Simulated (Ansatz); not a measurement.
# Polymorphs of Ba

17 relaxations of Ba ended in 4 distinct structures. All values below come from PBEsol (plane waves to 420 eV, PAW, scalar-relativistic; Ansatz, a program for electronic structure).

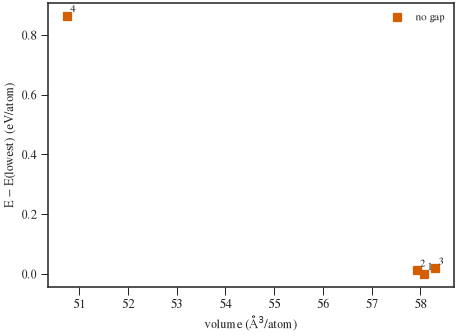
Figure: Energy against volume of the distinct structures, numbered as in the table

| # | space group | Pearson | type | E − E(lowest) (eV/atom) | V (Å³/atom) | coordination | runs ending here |
|---|---|---|---|---|---|---|---|
| 1 | Im-3m | cI2 | bcc (W type) | 0.00 | 58.07 | Ba 8 (cubic)+6 | 7 |
| 2 | P6₃/mmc | hP2 | hcp (Mg type) | 0.01 | 57.93 | Ba 12 (anticuboctahedral) | 4 |
| 3 | Fm-3m | cF4 | fcc (Cu type) | 0.02 | 58.30 | Ba 12 (cuboctahedral) | 5 |
| 4 | Fd-3m | cF8 | diamond type | 0.86 | 50.74 | Ba 4 (tetrahedral)+12 | 1 |

Coordination numbers (neighbours up to the widest gap in distance over summed covalent radii, below 1.35; n+m marks a second, longer set). All are gapless at this level. Im-3m, cI2, bcc (W type) is the lowest of the structures calculated here.

Ba is modelled in the cubic space group Im-3m (No. 229), the bcc (W type) structure, Pearson symbol cI2. Lattice parameters: a = b = c = 4.879 Å, α = β = γ = 90.00°. Ba on 2a has 8 Ba at 4.225 Å and 6 Ba at 4.879 Å. (Neighbours: up to the widest gap in distance over summed covalent radii, below 1.35, at either atom.)
(The calculation used a cell of 1 atom; values per cell refer to that cell.)

Each run could gain symmetry but not lose that of its start, so entries can be saddle points. From databases, or of a type measured for this composition: Im-3m, cI2, bcc (W type); P6₃/mmc, hP2, hcp (Mg type); Fm-3m, cF4, fcc (Cu type); the others are generated cells (placed on structure types, drawn at random, substituted or restacked) that were not matched to a known phase here. Energies are at zero temperature and pressure, without zero-point motion. No spin polarisation in the result.
